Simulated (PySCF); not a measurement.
System: C5H12BFO (SMILES CCCOCB(C)F).

```xyz
20

C    -3.3597    0.0226    0.6164
C    -1.8734    0.2826    0.8217
C    -1.0444   -0.2302   -0.3504
O     0.3213   -0.0245   -0.0672
C     1.1783   -0.4784   -1.0962
B     2.7195   -0.2586   -0.7657
C     3.2728    0.3552    0.5699
F     3.5707   -0.6493   -1.7049
H    -3.9325    0.4250    1.4478
H    -3.7083    0.4931   -0.3003
H    -3.5550   -1.0453    0.5491
H    -1.6898    1.3517    0.9356
H    -1.5271   -0.2126    1.7297
H    -1.2387   -1.3039   -0.5111
H    -1.3226    0.3021   -1.2754
H     0.9910   -1.5501   -1.2891
H     0.9274    0.0328   -2.0431
H     4.1159    1.0196    0.3933
H     2.5062    0.8852    1.1249
H     3.6430   -0.4439    1.2119
```

Geometry: GFN2-xTB.

Computed with PBE0/pcSseg-1, SCF density, gas phase, non-relativistic in PySCF.

Q: Predict the electron density and electron localisation function between the atoms.

A: B–F (1.33 Å): the density is about 2.2 e/Å³ at the midpoint; the ELF peaks at about 0.85 between the atoms; a polar covalent bond.
C–O (1.41 Å): ρ is about 2.1 e/Å³ halfway, with its minimum of 1.8 e/Å³ about 0.5 Å from C; the ELF peaks at about 0.90 between the atoms (a polar covalent bond).
C–C (1.52 Å): the density is about 1.6 e/Å³ at the midpoint; the ELF peaks at about 0.95 between the atoms: a shared electron pair.
C–B (1.57 Å): ρ is about 1.4 e/Å³ halfway; the ELF peaks at about 1 between the atoms (a covalent bond).

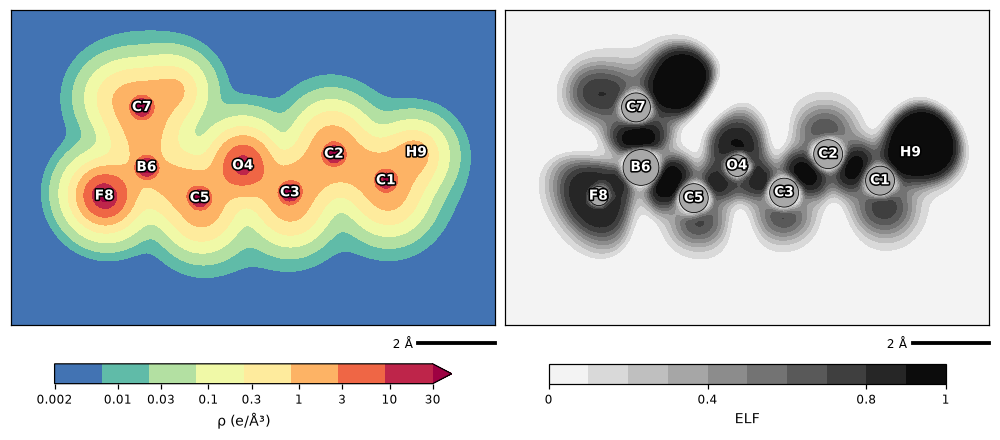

Computed electron density and electron localisation function on the plane of atoms C7, B6 and F8, in this order. Grey discs cover the atomic cores in the ELF map. 
